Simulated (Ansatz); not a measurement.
# How fast states decay through KNaMg2Br3F3, part 3 of 3

A new crystal, KNaMg2Br3F3: structure, gap and complex bands. It is built by putting Br for part of the F in the KNaMg2F6 structure of space group P4/mmm, with the volume rescaled by atomic radii. The parent structure comes from the Materials Project.

Ansatz 0.2.0; LDA DFT, plane waves, PAW files (the session's first sound run).

So far, gap on the k-mesh (eV): step 3 (the bulk crystal and its band edges) 2.31.

The structure was built from a prototype and need not be the compound's stable phase.

## (7) Band edges at another level, cutoff 500 eV

This step: r2SCAN DFT, plane waves, PAW files (Ansatz 0.2.0).

The edges again with r2SCAN, at the same atoms. Against that run the cutoff is 500 eV against 420.

input.yaml

```yaml
crystal:
  lattice:
    - [4.118559681, 0.0, 0.0]
    - [0.0, 4.118559681, 0.0]
    - [0.0, 0.0, 12.5305626899]
  atoms:
    - { symbol: K, position: [0.5, 0.5, 0.5] }
    - { symbol: Na, position: [0.5, 0.5, 0.0] }
    - { symbol: Mg, position: [0.0, 0.0, 0.1492240723] }
    - { symbol: Mg, position: [0.0, 0.0, 0.8507759277] }
    - { symbol: F, position: [0.5, 0.0, 0.1197199119] }
    - { symbol: Br, position: [0.5, 0.0, 0.74375316] }
    - { symbol: F, position: [0.0, 0.5, 0.8802800881] }
    - { symbol: Br, position: [0.0, 0.5, 0.25624684] }
    - { symbol: F, position: [0.0, 0.0, 0.0] }
    - { symbol: Br, position: [0.0, 0.0, 0.5] }
kpoints:
  mp_grid: { grid: [6, 6, 4] }
  band_path: { path: [VBM, CBM], npoints: 30 }
scf:
  occupations: { method: fixed }
hamiltonian:
  xc: r2scan
output:
  eigenvalues: true
```

Started as:

```
$ ansatz run input.yaml --threads 2 --pin off --max-ram 4096MiB --backend cpu --events-out ev --progress --plain --runs-dir out
```

Numbers of over 12 decimals in the logs are rounded to 6 here.

The program printed:

```text
[...]
Crystal: 10 atoms, lattice volume = 212.550 Å³
Basis set: ecut = 500 eV, 5437 PW (Γ), exchange–correlation on 128×128×384 points (64 copies of the dense FFT grid, shifted against one another)
Bands: 50, of which v1, the nominal top of the filled ones, is band 40 counted from 1 (39 counted from 0)
Symmetry: 8 space group operations
[...]
k-points: 30 of 144 (time reversal used)
[...]
SCF iter   1: F=—  HF=-17707.467965 eV  |F-HF|=—  |Δ(HF+E_count)|=         —  Δρ=6.83e-3  dr2=7.61e-2  dr2_τ=1.16e-1  ethr=1.77e-3  ⟨swp⟩=5.3  Hψ=5303  notcnv=0  defer=226
[...]
SCF iter   8: F=-17707.603958 eV  HF=-17707.603958 eV  |F-HF|=1.66e-8  |Δ(HF+E_count)|=   7.60e-8  Δρ=2.69e-6  dr2=1.81e-8  dr2_τ=1.27e-9  ethr=1.25e-10  ⟨swp⟩=15.3  Hψ=7042  notcnv=0
SCF 1 converged in 8 iterations: F = -17707.603958 eV  dr2 = 1.81e-8
[...]
SCF converged after 8 iterations
Free energy (F): -17707.603958 eV
[...]
Internal energy: -17707.603958 eV  (E = F + TS)
E sigma→0 (E₀):  -17707.603958 eV
Fermi energy:    3.125663 eV
[...]
--- Band table (eV; the first three rows and the last of 30) ---
  k-point 0: bands = [... 36 lower, 1.4157, 2.6943, 3.1256, 3.1256, 6.2320, 8.2029, 8.3457, 8.8590, ... 6 higher]
  k-point 1: bands = [... 36 lower, 1.4157, 2.6683, 3.1257, 3.1257, 6.3358, 7.8936, 8.4519, 8.9483, ... 6 higher]
  k-point 2: bands = [... 36 lower, 1.4157, 2.6424, 3.1257, 3.1257, 6.4612, 7.6621, 8.4853, 9.0098, ... 6 higher]
  k-point 29: bands = [... 36 lower, 0.7610, 2.5522, 2.5522, 2.7930, 8.8158, 8.8158, 9.5666, 9.5666, ... 6 higher]
```

Run time: 63 s. Hardware: 2 threads of Intel Xeon Platinum 8259CL at 2.50GHz (Skylake/Cascade Lake), shared host; peak memory 0.94 GiB; 2.1 min of CPU time.

Numbers from this step:

```yaml
free_energy: -17707.6040 eV
fermi_energy: 3.126 eV
gap_on_the_k_mesh: 3.106 eV
gap_on_path: 3.106 eV, by band count; negative where bands overlap
direct_gap_on_path: 3.106 eV
edge_places_on_path: 0, 0.2481 1/A along the path
```

The electronic bands at the labelled points (eV, zero at the Fermi level (highest filled level under fixed occupations); v1 is the highest filled band, c1 the lowest empty one):

```
point     v4     v3    v2    v1    c1    c2    c3    c4
  VBM  -1.71  -0.48  0.00  0.00  3.34  4.54  5.36  5.88
  CBM  -1.71  -0.43  0.00  0.00  3.11  5.08  5.22  5.73
```

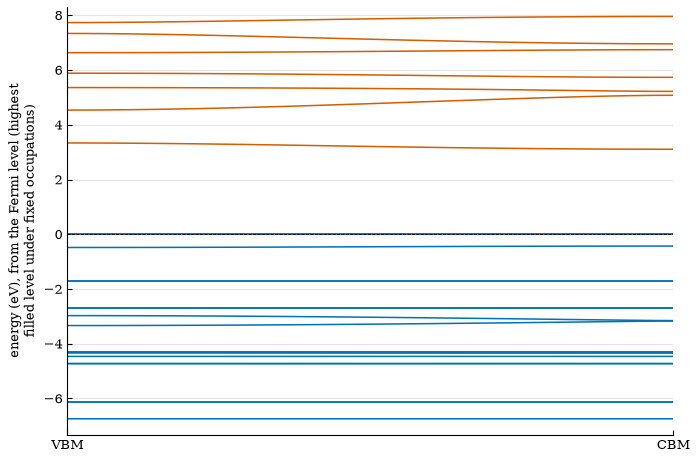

Electronic bands along the path; lines of filled and empty bands in two colours.

The searched edges give 3.11 eV, as on the mesh.

Between step 3 and this run (r2SCAN and cutoff 500 eV) the value for the gap on the k-mesh moves from 2.31 eV to 3.11 eV.

## (8) Complex bands at another level, cutoff 500 eV

This step: r2SCAN DFT, plane waves, PAW files; complex bands by layer matching along the plane's normal (Ansatz 0.2.0).

The complex bands at that level, over its own gap, at (0, 0) and (0.5, 0).

input.yaml, as its differences from that of step 7:

```diff
@@ -4,3 +4,3 @@
     - [0.0, 4.118559681, 0.0]
-    - [0.0, 0.0, 12.5305626899]
+    - [0.0, 0.0, 12.53056269]
   atoms:
@@ -17,4 +17,3 @@
 kpoints:
-  mp_grid: { grid: [6, 6, 4] }
-  band_path: { path: [VBM, CBM], npoints: 30 }
+  mp_grid: { grid: [6, 6, 2] }
 scf:
@@ -25 +24,6 @@
   eigenvalues: true
+  transmission:
+    leads: [[0, 0]]
+    kpoints: [[0.0, 0.0], [0.5, 0.0]]
+    e_range: [-1.0, 4.11]
+    de: 0.09
```

The program printed:

```text
[...]
Crystal: 10 atoms, lattice volume = 212.550 Å³
Basis set: ecut = 500 eV, 5437 PW (Γ), exchange–correlation on 128×128×384 points (64 copies of the dense FFT grid, shifted against one another)
Bands: 50, of which v1, the nominal top of the filled ones, is band 40 counted from 1 (39 counted from 0)
Symmetry: 8 space group operations
[...]
k-points: 20 of 72
[...]
SCF iter   1: F=—  HF=-17707.467462 eV  |F-HF|=—  |Δ(HF+E_count)|=         —  Δρ=6.84e-3  dr2=7.63e-2  dr2_τ=1.16e-1  ethr=1.77e-3  ⟨swp⟩=5.3  Hψ=3567  notcnv=0  defer=153
[...]
SCF iter   8: F=-17707.603958 eV  HF=-17707.603958 eV  |F-HF|=1.61e-8  |Δ(HF+E_count)|=   8.08e-8  Δρ=2.62e-6  dr2=1.72e-8  dr2_τ=1.19e-9  ethr=1.25e-10  ⟨swp⟩=15.1  Hψ=4663  notcnv=0
SCF 1 converged in 8 iterations: F = -17707.603958 eV  dr2 = 1.72e-8
[...]
transmission: 21 of 42 steps passed
transmission: 42 of 42 steps passed
SCF converged after 8 iterations
Free energy (F): -17707.603958 eV
[...]
Internal energy: -17707.603958 eV  (E = F + TS)
E sigma→0 (E₀):  -17707.603958 eV
Fermi energy:    3.125711 eV
[...]
--- Band table (eV; the first three rows and the last of 20) ---
  k-point 0: bands = [... 36 lower, 1.4157, 2.6944, 3.1257, 3.1257, 6.2320, 8.2029, 8.3457, 8.8590, ... 6 higher]
  k-point 1: bands = [... 36 lower, 1.4157, 2.6425, 3.1257, 3.1257, 6.4612, 7.6621, 8.4853, 9.0098, ... 6 higher]
  k-point 2: bands = [... 36 lower, 1.4280, 2.6637, 2.7576, 2.9708, 6.6141, 8.4607, 8.8240, 9.1301, ... 6 higher]
  k-point 19: bands = [... 36 lower, 0.7610, 2.5522, 2.5522, 2.7930, 8.8158, 8.8158, 9.5666, 9.5666, ... 6 higher]
--- Transmission ---
  basis      : 177 plane waves across, 21 finite elements along
  points     : 2, as listed
[...]
channels       : 0.000000e0 a spin
[...]
slowest decay  : 0.3180 /Å at (0.0000, 0.0000)
```

It took 54 s on 2 threads; peak memory 1.1 GiB; 84 s of CPU time.

This step gave:

```
level to which the leads are filled                       : 1.553 eV from the Fermi level
decay constant at the filling level, zone centre          : 0.3180 Å⁻¹
decay constant at the filling level, slowest listed point : 0.318 Å⁻¹
```

K parallel (0, 0); values up to 1.43823 1/Å, a degenerate pair printed once or twice; energies at which all values exceed this have no row. The Im kz of the slowest decaying states by energy, zero at the highest filled level on the SCF mesh:

```
energy (eV)  decay 1 (Å⁻¹)  decay 2 (Å⁻¹)  decay 3 (Å⁻¹)  decay 4 (Å⁻¹)
     -1.000          0.295          0.899          0.994           1.09
     -0.460          0.895          0.969           1.07           1.37
     -0.010          0.276          0.632          0.946           1.05
      0.530          0.322          0.914           1.02           1.02
      0.980          0.330          0.885          0.998           1.14
      1.520          0.318          0.846          0.965           1.06
      1.970          0.292          0.810          0.935           1.03
      2.510          0.234          0.762          0.896           1.00
      2.960          0.131          0.717          0.860          0.984
      3.500          0.104          0.656          0.812          0.960
      4.040          0.130          0.583          0.759          0.935
```

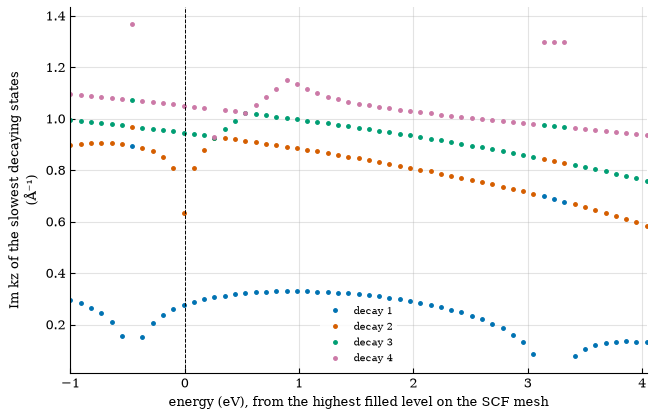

Im kz of the slowest decaying states, plotted against energy.

K parallel (0.5, 0); values up to 1.43823 1/Å, a degenerate pair printed once or twice; energies at which all values exceed this have no row. The Im kz of the slowest decaying states by energy, zero at the highest filled level on the SCF mesh:

```
energy (eV)  decay 1 (Å⁻¹)  decay 2 (Å⁻¹)  decay 3 (Å⁻¹)  decay 4 (Å⁻¹)
     -1.000          0.405          0.861          0.886          0.939
     -0.460          0.759          0.770           1.11           1.18
     -0.010          0.405          0.760          0.895           1.12
      0.530          0.465          0.761          0.945           1.12
      0.980          0.487          0.757          0.966           1.12
      1.520          0.497          0.745          0.979           1.13
      1.970          0.497          0.729          0.983           1.15
      2.510          0.486          0.701          0.983           1.13
      2.960          0.470          0.671          0.978           1.10
      3.500          0.441          0.624          0.968           1.00
      4.040          0.398          0.562          0.931          0.955
```

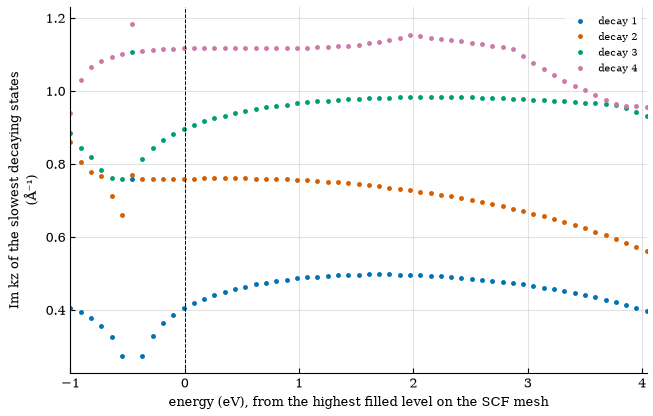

Im kz of the slowest decaying states against energy.

At the listed wavevectors the last open channel is at -0.46 eV and the next at +3.14 eV on the grid, wider than the gap, since narrow bands can fall between grid energies. At +1.52 eV, the grid energy nearest the filling level (the middle of the gap on the SCF mesh), the slowest state at the listed wavevectors decays with κ = 0.318 Å⁻¹, its amplitude falling by e over 3.1 Å; the first such run, plane (001), gave 0.261 Å⁻¹.

## (9) The same cell, other settings

This step: LDA DFT, plane waves, PAW files; complex bands by layer matching along the plane's normal; changed: total_charge = 1 (Ansatz 0.2.0).

This run repeats an earlier one, its twin (the complex run, plane (001)), with one setting changed (total_charge; files written aside). It is meant to test what a charged cell does. Where the input is shown as a difference, that is against the step before, not the twin.

input.yaml, as its differences from that of step 8:

```diff
@@ -21,3 +21,3 @@
 hamiltonian:
-  xc: r2scan
+  xc: lda
 output:
@@ -27,3 +27,4 @@
     kpoints: [[0.0, 0.0], [0.5, 0.0]]
-    e_range: [-1.0, 4.11]
-    de: 0.09
+    e_range: [-1.0, 3.31]
+    de: 0.07
+total_charge: 1
```

The program printed:

```text
Error: inconsistent input (scf.occupations.method, magnetization): a σ = 0 step fill (method: fixed, or a smearing width below the step floor) cannot realise an odd electron count (79) without a locked total moment — the per-k integer fill puts the same N_el/2 bands in each spin channel; set magnetization.spin_polarized: true with magnetization.spin_locking.lock_magnetization: hard and an odd magnetization.initial_magnetization (the unpaired electron then fills one channel), or use a smearing method with a finite width, such as fermi_dirac
```

Elapsed: 0.22 s, on 2 threads; peak memory 0.11 GiB.

The input was rejected at the start.

The program's message: “Error: inconsistent input (scf.occupations.method, magnetization): a σ = 0 step fill (method: fixed, or a smearing width below the step floor) cannot realise an odd electron count (79) without a locke …”

## (10) What came out

| Property | Result |
| --- | --- |
| band gap | 2.31 eV |
| least decay constant at mid-gap, normal to (001) | 0.261 Å⁻¹ |
| least decay constant at mid-gap, normal to (100) | 0.274 Å⁻¹ |
| least decay constant on a mesh, normal to (001) | 0.262 Å⁻¹ |
| least decay constant, r2SCAN | 0.318 Å⁻¹ |

With LDA, the slowest decay at the wavevectors tried is κ = 0.261 Å⁻¹, normal to (001). Through such a film the transmission near mid-gap falls as exp(−2κd), a factor of ten every 4.4 Å. The directions tried decay at nearly the same rate. A free electron under a barrier of half the gap would need a mass of 0.23 mₑ to decay at this rate. With r2SCAN the gap goes from 2.31 to 3.11 eV and the decay constant, over the first 2 listed wavevectors, from 0.261 to 0.318 Å⁻¹. The compound is made up by substitution; its stability against other phases and against distortions of the cell's symmetry was not tested. A semilocal functional narrows gaps, so real decay constants are likely larger.

[Logs are printed without paths, hosts, clocks, repeated set-up lines and the standing remarks that a program may print on its own settings, such as how far it seeks lower states.]

[Hosts, paths, dates, database ids (printed as entryN), source tags and the programs' standing remarks are cut or masked in the printed files.]

[New means built here by substitution; the compound itself may be known and measured.]
